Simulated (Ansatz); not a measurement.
# CH₅AlS₂: up Jacob's ladder to CCSD(T)

How much do the methods differ for CH₅AlS₂? The plan is to run it at one geometry with functionals of several rungs and with coupled cluster, and see how far each lands from CCSD(T) at the basis-set limit for the atomisation energy.

The runs use Ansatz 0.2.0, Gaussian basis; functionals in def2-TZVPP, the program's frozen cores in correlated methods.

The runs, in order: PBE-D4, r2SCAN-D4, PBE0-D4, B3LYP-D4, ωB97X-V, ωB97M-V, B2PLYP; CCSD(T)/def2-TZVPP; CCSD(T)/def2-QZVPP; extrapolation to the limit.

**1. The geometry**

All runs share one geometry, relaxed beforehand with PBE0-D4 in a triple-zeta def2 set.

SMILES `[CH3][Al]([SH])[SH]`, 9 atoms, charge 0, spin multiplicity 1.

Atoms are counted from 1 here; the program's logs count them from 0.

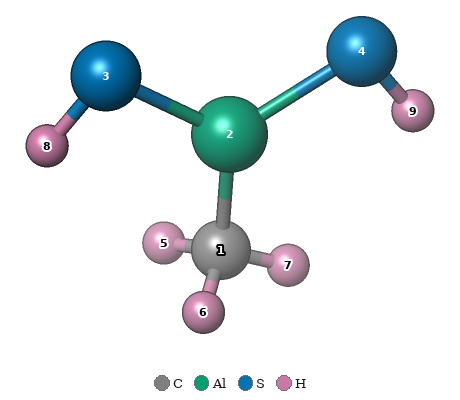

The structure; carbon grey, aluminium teal, sulfur blue, hydrogen pink; atoms are numbered from 1 in the order of the file.

**2. PBE-D4 (GGA)**

Input file in.yaml:

```yaml
crystal:
  periodic: [false, false, false]
  atoms:
    - {symbol: C, position_ang: [-0.517624, 0.371591, 1.058970]}
    - {symbol: Al, position_ang: [0.289658, -0.205918, -0.611747]}
    - {symbol: S, position_ang: [2.175413, -1.307540, -0.682617]}
    - {symbol: S, position_ang: [-0.587546, 0.168183, -2.577140]}
    - {symbol: H, position_ang: [0.187501, 0.967771, 1.645337]}
    - {symbol: H, position_ang: [-0.796065, -0.492587, 1.669547]}
    - {symbol: H, position_ang: [-1.415750, 0.972155, 0.898360]}
    - {symbol: H, position_ang: [2.307174, -1.291072, 0.655190]}
    - {symbol: H, position_ang: [-1.642760, 0.817407, -2.055910]}
basis:
  gaussian: {orbitals: def2-TZVPP}
hamiltonian: {xc: pbe, dispersion: d4}
output: {forces: true, orbitals: {seedname: orbitals}}
```

Started as:

```bash
$ ansatz run in.yaml --threads 2 --pin off --events-out ev --progress --plain --max-ram 32768MiB --backend cpu
```

The program printed, cut to the lines that bear on the results:

```text
Functional definition: PBE
  name "PBE"
  cite "Perdew, Burke & Ernzerhof, Phys. Rev. Lett. 77, 3865 (1996) doi:10.1103/PhysRevLett.77.3865"
  parent pbe
[...]
1312 factors; their error is unknown
[...]
mean field -29375.78652505 eV, -1079.5402431722 hartree, gradient 6.0e-5 eV, S^2 0.000000; 0 other end points of the search recorded, 0 dependent functions left out
[...]
reference -29375.78656576 eV, -1079.5402446683 hartree; 28, 28 occupied and 199, 199 virtual orbitals, 1312 factors
Total energy: -29375.99271607 eV, -1079.5478205524 hartree
Atom 0 at    -0.517624     0.371591     1.058970 Å, force     0.011374    -0.008815    -0.038823 eV/Å
Atom 1 at     0.289658    -0.205918    -0.611747 Å, force    -0.032843     0.024947     0.066864 eV/Å
Atom 2 at     2.175413    -1.307540    -0.682617 Å, force     0.166359    -0.115884    -0.272871 eV/Å
Atom 3 at    -0.587546     0.168183    -2.577140 Å, force     0.120062    -0.091017    -0.304999 eV/Å
Atom 4 at     0.187501     0.967771     1.645337 Å, force     0.129468     0.109906     0.110810 eV/Å
Atom 5 at    -0.796065    -0.492587     1.669547 Å, force    -0.051787    -0.157704     0.115512 eV/Å
Atom 6 at    -1.415750     0.972155     0.898360 Å, force    -0.168925     0.112758    -0.027766 eV/Å
Atom 7 at     2.307174    -1.291072     0.655190 Å, force     0.017720     0.007059     0.246333 eV/Å
Atom 8 at    -1.642760     0.817407    -2.055910 Å, force    -0.191428     0.118750     0.104940 eV/Å
Dipole moment:    -0.227590     0.163418     0.455214 e Å
```

Wall time 3.2 s (2 threads of AMD EPYC 7R13, shared host); peak memory 0.32 GiB.

With the free atoms at this level, -29344.716 eV in sum, the atomisation energy is 3017.8 kJ/mol. HOMO -6.26 eV, LUMO -1.29 eV.

**3. r2SCAN-D4 (meta-GGA)**

in.yaml: that of step 2 with these lines changed.

```diff
@@ -14,3 +14,3 @@
   gaussian: {orbitals: def2-TZVPP}
-hamiltonian: {xc: pbe, dispersion: d4}
+hamiltonian: {xc: r2scan, dispersion: d4}
 output: {forces: true, orbitals: {seedname: orbitals}}
```

Same command.

The program printed, cut to the lines that bear on the results:

```text
Functional definition: r2SCAN
  name "r2SCAN"
  cite "Furness, Kaplan, Ning, Perdew & Sun, J. Phys. Chem. Lett. 11, 8208 (2020) doi:10.1021/acs.jpclett.0c02405"
  cite "Furness, Kaplan, Ning, Perdew & Sun, J. Phys. Chem. Lett. 11, 9248 (2020) doi:10.1021/acs.jpclett.0c03077"
  parent r2scan
[...]
1312 factors; their error is unknown
[...]
mean field -29387.67511138 eV, -1079.9771406617 hartree, gradient 2.3e-5 eV, S^2 0.000000; 0 other end points of the search recorded, 0 dependent functions left out
[...]
reference -29387.67512335 eV, -1079.9771411016 hartree; 28, 28 occupied and 199, 199 virtual orbitals, 1312 factors
Total energy: -29387.72597316 eV, -1079.9790097976 hartree
Atom 0 at    -0.517624     0.371591     1.058970 Å, force     0.008316    -0.004878    -0.043075 eV/Å
Atom 1 at     0.289658    -0.205918    -0.611747 Å, force    -0.017988     0.013406     0.039568 eV/Å
Atom 2 at     2.175413    -1.307540    -0.682617 Å, force     0.040117    -0.023914    -0.006414 eV/Å
Atom 3 at    -0.587546     0.168183    -2.577140 Å, force    -0.015961     0.005977    -0.043892 eV/Å
Atom 4 at     0.187501     0.967771     1.645337 Å, force    -0.027129    -0.011819     0.010162 eV/Å
Atom 5 at    -0.796065    -0.492587     1.669547 Å, force    -0.000143     0.029804     0.009731 eV/Å
Atom 6 at    -1.415750     0.972155     0.898360 Å, force     0.014138    -0.009992     0.029132 eV/Å
Atom 7 at     2.307174    -1.291072     0.655190 Å, force     0.000951    -0.000163     0.004074 eV/Å
Atom 8 at    -1.642760     0.817407    -2.055910 Å, force    -0.002299     0.001579     0.000713 eV/Å
Dipole moment:    -0.238066     0.171046     0.476264 e Å
```

Wall time 6 s (2 threads of AMD EPYC 7R13, shared host); peak memory 0.35 GiB.

Atomisation energy: 3015.2 kJ/mol (free atoms -29356.476 eV, run apart). HOMO -6.55 eV, LUMO -0.98 eV.

**4. PBE0-D4 (hybrid)**

in.yaml: that of step 3 with these lines changed.

```diff
@@ -14,3 +14,3 @@
   gaussian: {orbitals: def2-TZVPP}
-hamiltonian: {xc: r2scan, dispersion: d4}
-output: {forces: true, orbitals: {seedname: orbitals}}
+hamiltonian: {xc: pbe0, dispersion: d4}
+output: {orbitals: {seedname: orbitals}}
```

Same command.

The program printed:

```text
Functional definition: PBE0
  name "PBE0"
  cite "Adamo & Barone, J. Chem. Phys. 110, 6158 (1999) doi:10.1063/1.478522"
  cite "Perdew, Burke & Ernzerhof, Phys. Rev. Lett. 77, 3865 (1996) doi:10.1103/PhysRevLett.77.3865"
  parent pbe
  parameter a = 0.25
  parameter kappa = 0.804
  parameter beta = 0.06672455060314922
  exchange = (1 - a)*pbe_x(kappa = kappa, mu = beta*pi^2/3) + a*exact_x
  correlation = pbe_c(beta = beta)
1405 factors; their error is unknown
mean field evaluation 1: about -29371.8733 eV, gradient 5.3e1 eV
mean field evaluation 2: about -29369.5850 eV, gradient 5.7e1 eV
mean field evaluation 4: about -29378.4334 eV, gradient 3.0e0 eV
mean field evaluation 8: about -29378.4515 eV, gradient 3.0e-2 eV
mean field evaluation 16: about -29378.4758 eV, gradient 5.6e-5 eV
mean field -29378.47583961 eV, -1079.6390736596 hartree, gradient 5.6e-5 eV, S^2 0.000000; 0 other end points of the search recorded, 0 dependent functions left out
reference -29378.47586980 eV, -1079.6390747690 hartree; 28, 28 occupied and 199, 199 virtual orbitals, 1405 factors
Total energy: -29378.65418853 eV, -1079.6456278614 hartree
```

Run time: 4 s. Hardware: 2 threads of AMD EPYC 7R13, shared host; peak memory 0.59 GiB.

With the free atoms at this level, -29347.671 eV in sum, the atomisation energy is 2989.4 kJ/mol. HOMO -7.46 eV, LUMO -0.54 eV.

**5. B3LYP-D4 (hybrid)**

B3LYP here takes the VWN-RPA correlation.

in.yaml: that of step 4 with these lines changed.

```diff
@@ -14,3 +14,3 @@
   gaussian: {orbitals: def2-TZVPP}
-hamiltonian: {xc: pbe0, dispersion: d4}
-output: {orbitals: {seedname: orbitals}}
+hamiltonian: {xc: {name: B3LYP}, dispersion: d4}
+output: {forces: true, orbitals: {seedname: orbitals}}
```

Launched as before.

The program printed, cut to the lines that bear on the results:

```text
Functional definition: B3LYP
  name "B3LYP"
  cite "Stephens, Devlin, Chabalowski & Frisch, J. Phys. Chem. 98, 11623 (1994) doi:10.1021/j100096a001"
  cite "Becke, Phys. Rev. A 38, 3098 (1988) doi:10.1103/PhysRevA.38.3098"
  cite "Lee, Yang & Parr, Phys. Rev. B 37, 785 (1988) doi:10.1103/PhysRevB.37.785"
  cite "Vosko, Wilk & Nusair, Can. J. Phys. 58, 1200 (1980) doi:10.1139/p80-159"
[...]
1360 factors; their error is unknown
[...]
mean field -29392.21803291 eV, -1080.1440899487 hartree, gradient 3.6e-5 eV, S^2 0.000000; 0 other end points of the search recorded, 0 dependent functions left out
[...]
reference -29392.21830249 eV, -1080.1440998554 hartree; 28, 28 occupied and 199, 199 virtual orbitals, 1360 factors
Total energy: -29392.55262324 eV, -1080.1563859162 hartree
Atom 0 at    -0.517624     0.371591     1.058970 Å, force    -0.036633     0.025923     0.064097 eV/Å
Atom 1 at     0.289658    -0.205918    -0.611747 Å, force    -0.015008     0.011398     0.031252 eV/Å
Atom 2 at     2.175413    -1.307540    -0.682617 Å, force     0.081041    -0.045251     0.028361 eV/Å
Atom 3 at    -0.587546     0.168183    -2.577140 Å, force    -0.061323     0.030779    -0.068244 eV/Å
Atom 4 at     0.187501     0.967771     1.645337 Å, force    -0.040934    -0.027222    -0.016888 eV/Å
Atom 5 at    -0.796065    -0.492587     1.669547 Å, force     0.008989     0.047802    -0.017471 eV/Å
Atom 6 at    -1.415750     0.972155     0.898360 Å, force     0.041638    -0.027944     0.021171 eV/Å
Atom 7 at     2.307174    -1.291072     0.655190 Å, force     0.031043    -0.018443    -0.007913 eV/Å
Atom 8 at    -1.642760     0.817407    -2.055910 Å, force    -0.008815     0.002959    -0.034364 eV/Å
Dipole moment:    -0.230846     0.165971     0.460410 e Å
```

It took 6.5 s on 2 threads of AMD EPYC 7R13, shared host; peak memory 0.65 GiB.

Atomisation energy: 2976.6 kJ/mol (free atoms -29361.702 eV, run apart). HOMO -7.19 eV, LUMO -0.71 eV.

**6. ωB97X-V (range-separated)**

in.yaml: that of step 5 with these lines changed.

```diff
@@ -14,3 +14,3 @@
   gaussian: {orbitals: def2-TZVPP}
-hamiltonian: {xc: {name: B3LYP}, dispersion: d4}
-output: {forces: true, orbitals: {seedname: orbitals}}
+hamiltonian: {xc: {name: wB97X-V}}
+output: {orbitals: {seedname: orbitals}}
```

The command is unchanged.

The program printed, cut to the lines that bear on the results:

```text
Functional definition: wB97X-V
  name "wB97X-V"
  cite "Mardirossian & Head-Gordon, Phys. Chem. Chem. Phys. 16, 9904 (2014) doi:10.1039/C3CP54374A"
  cite "Becke, J. Chem. Phys. 107, 8554 (1997) doi:10.1063/1.475007"
  cite "Vydrov & Van Voorhis, J. Chem. Phys. 133, 244103 (2010) doi:10.1063/1.3521275"
[...]
      + integral(e_c_pw_opposite_spin*poly(b97_u_opposite, cos0, cos1)) + vv10(b, c)
1345 factors; their error is unknown
296 factors; integrals over basis functions are off by at most 1.2e-5 eV
[...]
mean field -29385.82631109 eV, -1079.9091985040 hartree, gradient 3.1e-5 eV, S^2 0.000000; 0 other end points of the search recorded, 0 dependent functions left out
reference -29385.82630905 eV, -1079.9091984293 hartree; 28, 28 occupied and 199, 199 virtual orbitals, 1345 factors
Total energy: -29385.82630905 eV, -1079.9091984293 hartree
```

Wall time 9 s (2 threads of AMD EPYC 7R13, shared host); peak memory 0.7 GiB.

Atomisation energy: 3010.3 kJ/mol (free atoms -29354.627 eV, run apart). HOMO -9.79 eV, LUMO 1.37 eV.

**7. ωB97M-V (range-separated)**

in.yaml: that of step 6 with these lines changed.

```diff
@@ -14,3 +14,3 @@
   gaussian: {orbitals: def2-TZVPP}
-hamiltonian: {xc: {name: wB97X-V}}
-output: {orbitals: {seedname: orbitals}}
+hamiltonian: {xc: {name: wB97M-V}}
+output: {forces: true, orbitals: {seedname: orbitals}}
```

The command is unchanged.

The program printed, cut to the lines that bear on the results:

```text
Functional definition: wB97M-V
  name "wB97M-V"
  cite "Mardirossian & Head-Gordon, J. Chem. Phys. 144, 214110 (2016) doi:10.1063/1.4952647"
  cite "Becke, J. Chem. Phys. 107, 8554 (1997) doi:10.1063/1.475007"
  cite "Vydrov & Van Voorhis, J. Chem. Phys. 133, 244103 (2010) doi:10.1063/1.3521275"
  # Of w^i u^j: cxij and so on, Table III.
[...]
  gx(w, u) = 1 - cx + cx01*u + cx10*w
  gss(w, u) = css00 + css04*u^4 + css10*w + css20*w^2 + css43*w^4*u^3
  gos(w, u) = cos00 + cos10*w + (cos20 + cos21*u)*w^2 + (cos60 + cos61*u)*w^6
[...]
      + integral(e_c_pw_mod_opposite_spin*gos(b97_w_opposite, b97_u_opposite)) + vv10(b, c)
1329 factors; their error is unknown
296 factors; integrals over basis functions are off by at most 1.2e-5 eV
[...]
Total energy: -29388.12697897 eV, -1079.9937464893 hartree
Atom 0 at    -0.517624     0.371591     1.058970 Å, force    -0.007241     0.004863     0.008900 eV/Å
Atom 1 at     0.289658    -0.205918    -0.611747 Å, force    -0.018052     0.012675     0.036101 eV/Å
Atom 2 at     2.175413    -1.307540    -0.682617 Å, force     0.010068     0.000319     0.086452 eV/Å
Atom 3 at    -0.587546     0.168183    -2.577140 Å, force    -0.069183     0.042501     0.033808 eV/Å
Atom 4 at     0.187501     0.967771     1.645337 Å, force    -0.055495    -0.044325    -0.035411 eV/Å
Atom 5 at    -0.796065    -0.492587     1.669547 Å, force     0.018835     0.067865    -0.036916 eV/Å
Atom 6 at    -1.415750     0.972155     0.898360 Å, force     0.064345    -0.043385     0.019248 eV/Å
Atom 7 at     2.307174    -1.291072     0.655190 Å, force    -0.009471    -0.000099    -0.081872 eV/Å
Atom 8 at    -1.642760     0.817407    -2.055910 Å, force     0.066193    -0.040416    -0.030310 eV/Å
Dipole moment:    -0.233267     0.167813     0.466398 e Å
```

Wall time 13 s (2 threads of AMD EPYC 7R13, shared host); peak memory 0.81 GiB.

Atomisation energy: 3014.0 kJ/mol (free atoms -29356.889 eV, run apart). HOMO -9.61 eV, LUMO 1.12 eV.

**8. B2PLYP (double hybrid)**

in.yaml: that of step 7 with these lines changed.

```diff
@@ -14,3 +14,2 @@
   gaussian: {orbitals: def2-TZVPP}
-hamiltonian: {xc: {name: wB97M-V}}
-output: {forces: true, orbitals: {seedname: orbitals}}
+hamiltonian: {xc: {name: B2PLYP}}
```

The command is unchanged.

The program printed, cut to the lines that bear on the results:

```text
Functional definition: B2PLYP
  name "B2PLYP"
  cite "Grimme, J. Chem. Phys. 124, 034108 (2006) doi:10.1063/1.2148954"
  cite "Becke, Phys. Rev. A 38, 3098 (1988) doi:10.1103/PhysRevA.38.3098"
  cite "Lee, Yang & Parr, Phys. Rev. B 37, 785 (1988) doi:10.1103/PhysRevB.37.785"
[...]
1291 factors; integrals over basis functions are off by at most 1.3e-3 eV
[...]
mean field -29373.84985465 eV, -1079.4690718480 hartree, gradient 8.6e-6 eV, S^2 0.000000; 0 other end points of the search recorded, 0 dependent functions left out
16 core orbitals not correlated: weight in the atoms' cores, before any rotation towards them, 1.000 or more for the frozen orbitals, at most 0.000 for the correlated occupied ones
reference -29373.85002521 eV, -1079.4690781157 hartree; 12, 12 occupied and 199, 199 virtual orbitals, 1291 factors
second order -20.35758994 eV of doubles, -0.00000000 eV of singles
Total energy: -29379.34657449 eV, -1079.6710725762 hartree
```

Wall time 6.5 s (2 threads of AMD EPYC 7R13, shared host); peak memory 0.54 GiB.

Atomisation energy: 2945.5 kJ/mol (free atoms -29348.818 eV, run apart).

**9. Frontier levels by functional**

Dipoles come from the runs that computed forces. Levels are read from the orbital files that the runs wrote:

```tsv
functional	HOMO (eV)	LUMO (eV)	gap (eV)	dipole (D)
PBE-D4	-6.26	-1.29	4.97	2.57
r2SCAN-D4	-6.55	-0.98	5.57	2.69
PBE0-D4	-7.46	-0.54	6.92	
B3LYP-D4	-7.19	-0.71	6.48	2.60
ωB97X-V	-9.79	1.37	11.16	
ωB97M-V	-9.61	1.12	10.73	2.63
```

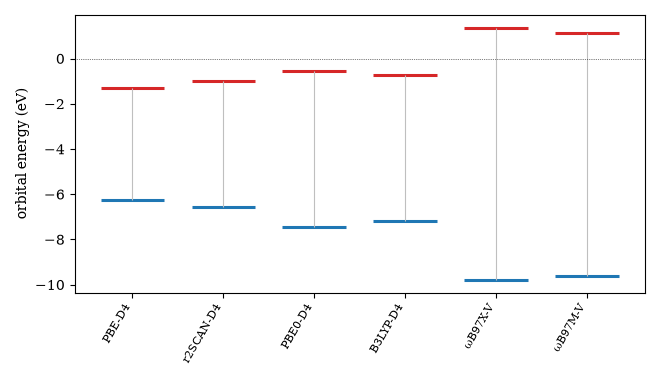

Highest occupied (blue) and lowest empty (red) level by functional.

**10. CCSD(T) in def2-TZVPP**

in.yaml: that of step 8 with these lines changed.

```diff
@@ -14,2 +14,2 @@
   gaussian: {orbitals: def2-TZVPP}
-hamiltonian: {xc: {name: B2PLYP}}
+correlation: {method: ccsd_t}
```

Started as:

```bash
$ ansatz run in.yaml --threads 2 --pin off --events-out ev --progress --plain --max-ram 32768MiB --backend cuda --devices 0, --max-vram 18GiB
```

The program printed, cut to the lines that bear on the results:

```text
Functional definition: HF
  name "HF"
  cite "Fock, Z. Phys. 61, 126 (1930) doi:10.1007/BF01340294"
  parent pbe
[...]
1291 factors; integrals over basis functions are off by at most 1.3e-3 eV
[...]
mean field -29331.60325707 eV, -1077.9165380226 hartree, gradient 2.3e-6 eV, S^2 0.000000; 0 other end points of the search recorded, 0 dependent functions left out
16 core orbitals not correlated: weight in the atoms' cores, before any rotation towards them, 1.000 or more for the frozen orbitals, at most 0.000 for the correlated occupied ones
reference -29331.60325707 eV, -1077.9165380226 hartree; 12, 12 occupied and 199, 199 virtual orbitals, 1291 factors
second order -16.59595175 eV of doubles, -0.00000000 eV of singles
cycle   1  -17.61326636 eV  change    -1.0e0 eV  update   8.5e-2
[...]
cycle   9  -18.09608537 eV  change    1.2e-6 eV  update   1.1e-5
perturbative correction -0.79071080 eV, -0.0290580858 hartree
Total energy: -29350.49005324 eV, -1078.6106149797 hartree
```

Wall time 2.9 s (1 × H100 (card shared with other runs) with 2 threads of AMD EPYC 7R13, shared host); peak host memory 0.78 GiB.

**11. CCSD(T) in def2-QZVPP**

in.yaml: that of step 10 with these lines changed.

```diff
@@ -13,3 +13,3 @@
 basis:
-  gaussian: {orbitals: def2-TZVPP}
+  gaussian: {orbitals: "def2-QZVPP.json"}
 correlation: {method: ccsd_t}
```

The command is unchanged.

The program printed, cut to the lines that bear on the results:

```text
Functional definition: HF
  name "HF"
  cite "Fock, Z. Phys. 61, 126 (1930) doi:10.1007/BF01340294"
  parent pbe
[...]
2447 factors; integrals over basis functions are off by at most 1.1e-3 eV
[...]
mean field -29332.45242643 eV, -1077.9477444209 hartree, gradient 3.0e-6 eV, S^2 0.000000; 0 other end points of the search recorded, 0 dependent functions left out
16 core orbitals not correlated: weight in the atoms' cores, before any rotation towards them, 1.000 or more for the frozen orbitals, at most 0.000 for the correlated occupied ones
reference -29332.45242643 eV, -1077.9477444209 hartree; 12, 12 occupied and 389, 389 virtual orbitals, 2447 factors
second order -17.93794488 eV of doubles, -0.00000000 eV of singles
cycle   1  -18.74627243 eV  change   -8.1e-1 eV  update   8.5e-2
[...]
cycle   9  -19.23916353 eV  change   -9.6e-6 eV  update   1.2e-5
perturbative correction -0.90431482 eV, -0.0332329568 hartree
Total energy: -29352.59590479 eV, -1078.6880035968 hartree
```

Wall time 17 s (1 × H100 (card shared with other runs) with 2 threads of AMD EPYC 7R13, shared host); peak host memory 2 GiB.

Energy pieces by basis (eV):

```tsv
basis	HF	MP2 correlation	CCSD correlation	(T)	total
def2-TZVPP	-29331.6033	-16.5960	-18.0961	-0.7907	-29350.4901
def2-QZVPP	-29332.4524	-17.9379	-19.2392	-0.9043	-29352.5959
```

The report of the def2-TZVPP run gives T1 = 0.0107.

**12. From triple and quadruple zeta to the limit**

No new run: Hartree-Fock is extrapolated as exp(−7.88√X) and correlation as X^−2.97, with X = 3 and 4.

```tsv
level	energy at the limit (eV)
HF	-29332.5694
MP2	-29351.5014
CCSD	-29352.6553
CCSD(T)	-29353.6437
```

**13. All levels against the reference**

Atomisation energy = energies of 1 C, 1 Al, 2 S, 5 H (separate runs, same level) minus the molecule's; electronic only, no spin-orbit term.

Differences are taken before rounding.

```tsv
method	rung	atoms, summed (eV)	atomisation energy (kJ/mol)	from CCSD(T)/CBS (kJ/mol)	time
PBE-D4	GGA	-29344.716	3017.8	+15.0	3.2 s
r2SCAN-D4	meta-GGA	-29356.476	3015.2	+12.5	6 s
PBE0-D4	hybrid	-29347.671	2989.4	-13.4	4 s
B3LYP-D4	hybrid	-29361.702	2976.6	-26.1	6.5 s
ωB97X-V	range-separated	-29354.627	3010.3	+7.5	9 s
ωB97M-V	range-separated	-29356.889	3014.0	+11.2	13 s
B2PLYP	double hybrid	-29348.818	2945.5	-57.2	6.5 s
HF/def2-TZVPP	wavefunction	-29308.566	2222.8	-779.9	
MP2/def2-TZVPP	wavefunction	-29317.675	2945.1	-57.6	
CCSD/def2-TZVPP	wavefunction	-29319.921	2873.2	-129.5	
CCSD(T)/def2-TZVPP	wavefunction	-29320.265	2916.3	-86.4	2.9 s (GPU)
MP2/CBS	wavefunction	-29320.107	3029.1	+26.4	
CCSD(T)/CBS	wavefunction	-29322.522	3002.7	0	20 s (GPU)
```

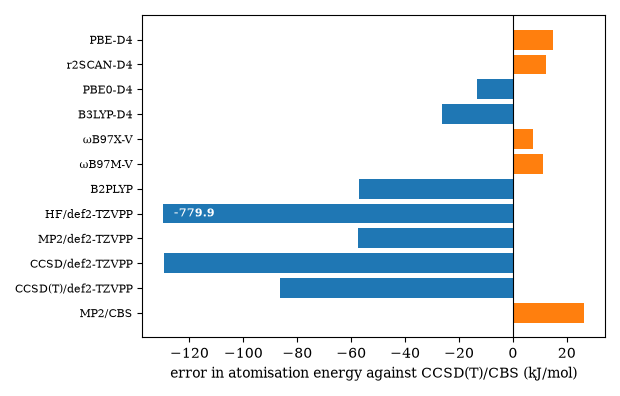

Error of each method against CCSD(T)/CBS. Bars with a number in them are cut short.

Some runs used a GPU and others CPU threads alone; cost is compared among the CPU runs only.

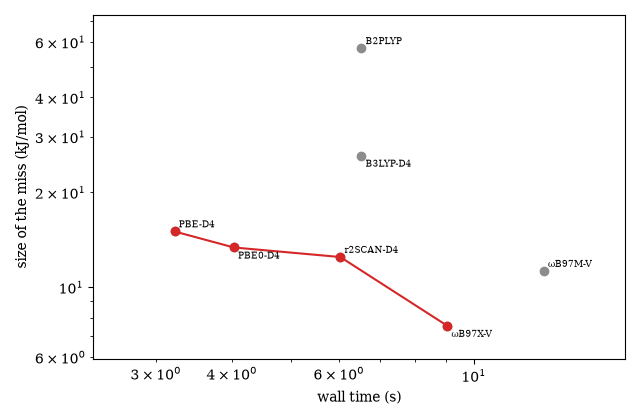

Miss against cost. Red marks the levels that no quicker level drawn beats. Times are from a shared host.

B2PLYP carry no dispersion term (for B3LYP, D4 adds 32.3 kJ/mol).

Times are those of the molecule's run; HF, MP2 and CCSD come out of the CCSD(T) runs, and the limit's time is the sum of the runs that it needs.

**14. Summary of results**

```
                               quantity                                         value
        atomisation energy, CCSD(T)/CBS                                 3002.7 kJ/mol
 functionals within 15.0 kJ/mol (0.5 %)  PBE-D4, r2SCAN-D4, PBE0-D4, ωB97X-V, ωB97M-V
                               farthest                         B2PLYP (-57.2 kJ/mol)
             mean size of error, hybrid                                   19.7 kJ/mol
    mean size of error, range-separated                                    9.4 kJ/mol
              gap, smallest and largest          4.97 eV (PBE-D4), 11.16 eV (ωB97X-V)
                          T1 diagnostic                                        0.0107
triples share of the correlation energy                                         4.2 %
```

What this shows: PBE-D4 misses by +15.0 kJ/mol. Double hybrids carry the basis error of their MP2 part in triple zeta, and no dispersion term here, so their miss is partly the set-up's. Misses under about 15.0 kJ/mol are within the doubt on the reference itself, which lacks core-valence correlation, relativity and higher excitations. Hartree-Fock recovers 74 % of the binding; the rest is correlation. The gap grows from 5.0 to 11.2 eV across the functionals, mostly with the share of exact exchange.

For cost: ωB97X-V gets within 7.5 kJ/mol in 9 s; the quickest level in the cost chart, PBE-D4, takes 3.2 s and misses by 15.0 kJ/mol.
